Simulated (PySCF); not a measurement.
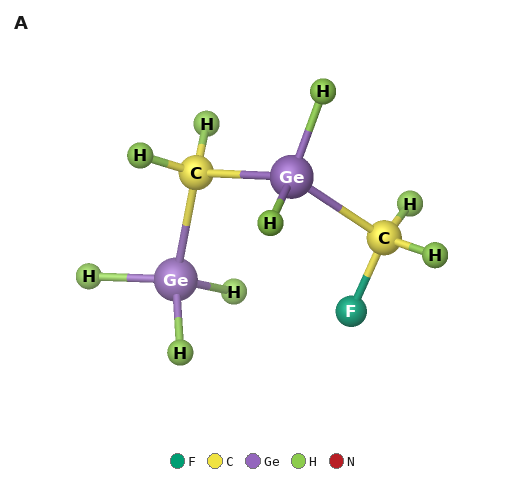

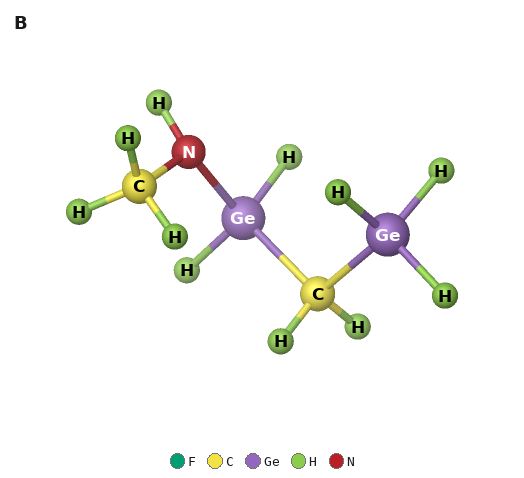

Two related species, optimised with GFN2-xTB; properties computed with PySCF 2.14.0. Both: charge 0, singlet.

> What are A and B?

A is C2H9FGe2, B is C2H11Ge2N.

Compare them. With CAM-B3LYP/def2-SVPD: dipole moment (D), HOMO–LUMO gap (eV), HOMO energy (Kohn–Sham orbital) (eV), lowest vertical singlet excitation (eV), mean static polarisability (bohr³).

```json
{"quantity": "dipole moment (D)", "A": "1.91", "B": "1.09"}
{"quantity": "HOMO–LUMO gap (eV)", "A": "10.53", "B": "8.99"}
{"quantity": "HOMO energy (Kohn–Sham orbital) (eV)", "A": "−9.61", "B": "−7.99"}
{"quantity": "lowest vertical singlet excitation (eV)", "A": "7.61", "B": "5.82"}
{"quantity": "mean static polarisability (bohr³)", "A": "85.9", "B": "93.3"}
```

Each is one conformer, and no frequency run is at hand to confirm it as a minimum.

The geometry is semi-empirical. Around Ge such bond lengths and angles can be off by a tenth of an ångström or more and by several degrees, and values that hang on the shape move with them.
